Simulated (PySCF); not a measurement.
```xyz
16

O     0.1262    0.8036    0.9789
Si   -1.1981    1.7561    0.6523
O    -2.3522    0.7816   -0.0410
Si   -2.3887   -0.8418   -0.3997
O    -0.9293   -1.4836    0.0773
Si    0.4733   -0.7687    0.5701
O     1.5104   -0.8069   -0.7035
C     2.8026   -0.2658   -0.7317
H    -0.8209    2.8321   -0.3011
H    -1.7182    2.3221    1.9234
H    -3.4774   -1.4992    0.3670
H    -2.5693   -1.0210   -1.8628
H     1.0321   -1.4618    1.7495
H     3.4584   -0.7196    0.0335
H     3.2469   -0.4651   -1.7181
H     2.7928    0.8267   -0.5720
```

Geometry: PBE0-D3(BJ)/def2-SVP.

Method: PySCF 2.14.0, PBE0/pcSseg-1, SCF density, gas phase, non-relativistic.

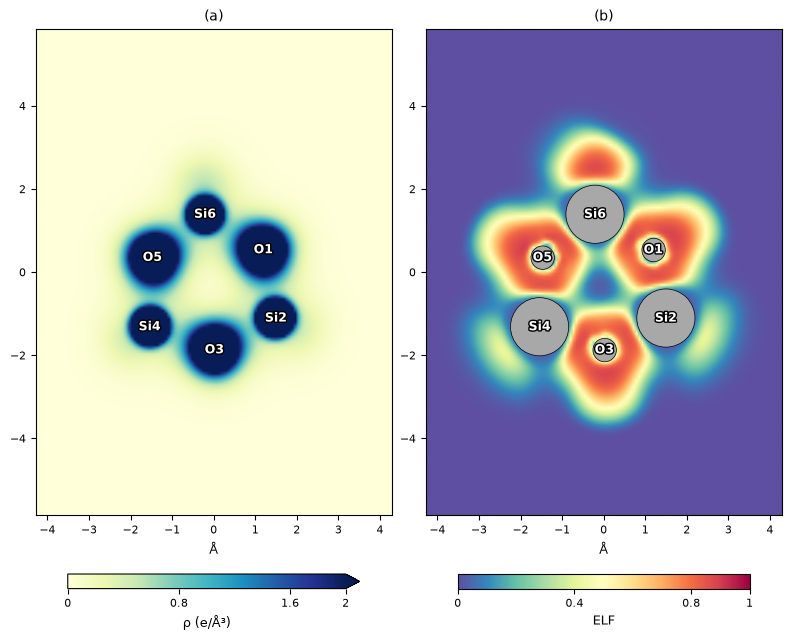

CH₈O₄Si₃ (SMILES CO[SiH]1O[SiH2]O[SiH2]O1). (a) electron density; (b) ELF on the plane of atoms O1, Si2 and O3. Grey discs cover the atomic cores in the ELF map.

Interpret the plot.

Answer.
- Atoms in the plane: O and Si.
- Si–O (1.66 Å): ρ is about 1.1 e/Å³ halfway; the ELF peaks at about 0.85 between the atoms; a polar covalent bond.
- The ELF also peaks beside O3, O5 and O1, away from the bonds: lone-pair regions.
